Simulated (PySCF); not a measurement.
**C2H2F2, SMILES `FC(F)=C`: what the electrons do**

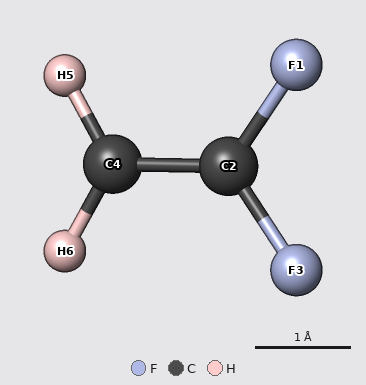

The molecule, with its atoms numbered as below. No frequency check shows the geometry to be a minimum.

Cartesian coordinates (Å):

```
F1      -0.6961   -1.0821    0.0000
C2       0.0699    0.0002    0.0000
F3      -0.6993    1.0804    0.0000
C4       1.3819    0.0014    0.0000
H5       1.9255   -0.9220    0.0000
H6       1.9227    0.9280    0.0000
```

### 1. Bonding charge

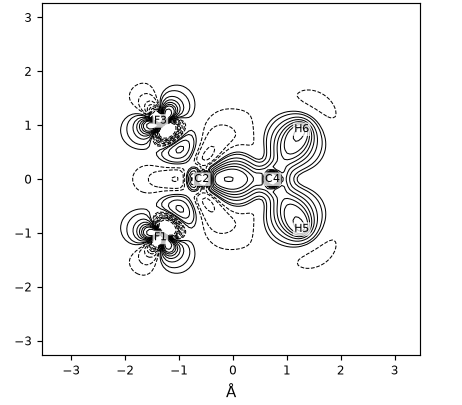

Deformation density (molecule less spherical, spin-averaged free atoms) in the molecular plane; contours at ±0.05 to ±0.8 e/Å³; solid lines: gain, dashed lines: loss.

Method: PBE/def2-TZVP; geometry: GFN2-xTB; program: PySCF.

> How much density has each bond in this plane gained at its critical point, relative to the free atoms?

C2–C4: +0.71 e/Å³ at the bond critical point (bond length 1.31 Å, Mayer order 1.9). C4–H5 and C4–H6: +0.71 e/Å³ at the bond critical point (bond length 1.07 Å, Mayer order 0.9). F1–C2 and C2–F3: +0.09 e/Å³ at the bond critical point (bond length 1.33 Å, Mayer order 1.2); up to 0.6 Å beside the axis the gain reaches +0.32 e/Å³. In all, 1.2 electrons gather in the regions of gain relative to the promolecule. A small or negative value marks a very polar bond, one between electron-rich atoms, whose free-atom densities already overlap strongly, a long bond to a heavier atom, or a closed-shell contact such as a hydrogen bond.

> Where do the Hirshfeld charges lie?

The highest Hirshfeld charge is on C2 (+0.16 e), the lowest on C4 (−0.15 e).

| atom | charge (e) |
| --- | --- |
| F1 | −0.06 |
| C2 | +0.16 |
| F3 | −0.06 |
| C4 | −0.15 |
| H5 | +0.06 |
| H6 | +0.06 |

### 2. Local ionisation energy

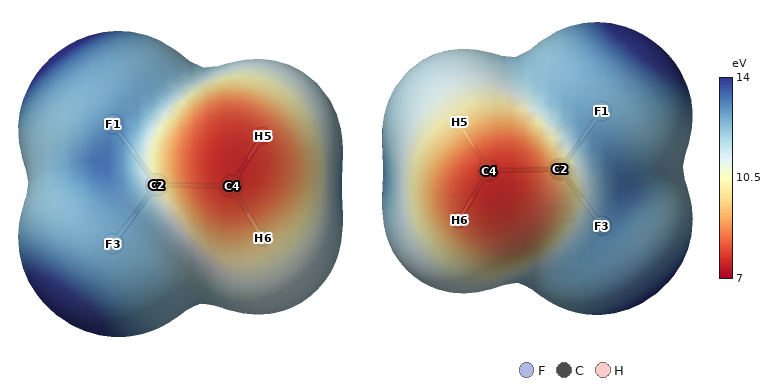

Average local ionisation energy on the surface of electron density 0.001 a.u. (back view left, front view right).

> Locate the minima of the map.

The lowest value is 7.5 eV, off the molecular plane, over C4 (2.1 Å), and at like points elsewhere. Further minima include 11.9 eV, 1.7 Å from F1. For comparison, the highest occupied orbital lies at −6.5 eV.

> What volume does the surface enclose, and what is the dipole moment?

About 67 Å³; the dipole moment is 1.1 D.

### 3. In an electric field

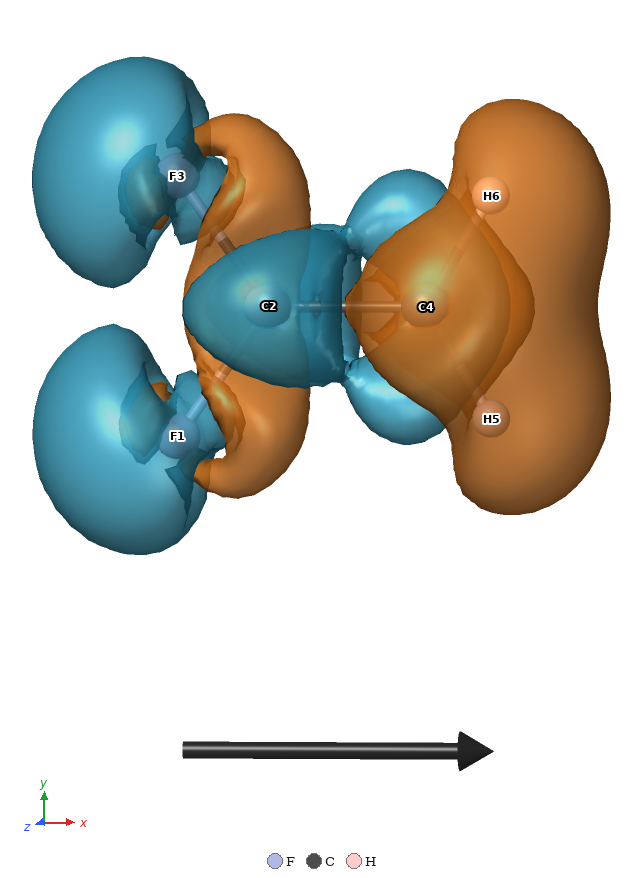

Change of the electron density in a uniform field of 0.21 V/Å along +x (arrow), surfaces at ±0.001 e/Å³ (light blue: gain, orange: loss).

PySCF calculation, PBE/def2-TZVP, gas phase; geometry: GFN2-xTB. A basis without diffuse functions makes polarisabilities too small.

> What dipole is induced, and what polarisability does it imply?

The induced dipole is 0.35 D (along the field); α along this axis, from the fields in both directions, is 35 bohr³ (5.2 Å³).

> Which atoms gain and lose the most charge?

Electrons gather most on F1 and F3 alike (Hirshfeld charge changes by −0.008 e) and leave C4 most (+0.010 e); 0.035 electrons are displaced in all.

### 4. Removing or adding an electron

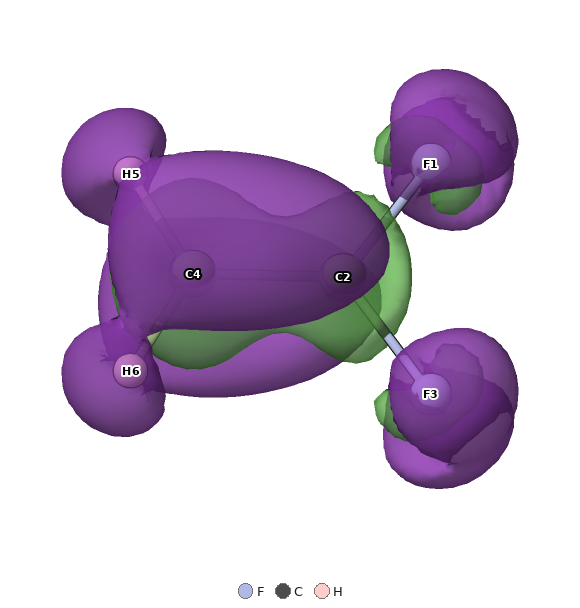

Fukui function f⁻ = ρ(N) − ρ(N−1) at fixed geometry, surfaces at ±0.03 e/Å³ (purple positive, green negative).

Level of theory: PBE/def2-TZVP (PySCF), at a geometry from GFN2-xTB.

> Which atoms respond most to the removal of an electron?

f⁻ (Hirshfeld-condensed) is largest on C4 (0.30) and C2 (0.20); the vertical ionisation energy is 10.37 eV (the stability of the cation's solution wasn't checked). Condensed values hint at sites of electrophilic attack but needn't mark the atom that reacts. Orbital relaxation makes it negative in places (0.15 e in all).

The PySCF runs shown took 10 s, 19 s and 24 s on 1 thread of Intel(R) Xeon(R) Platinum 8488C (Sapphire Rapids) (shared host).
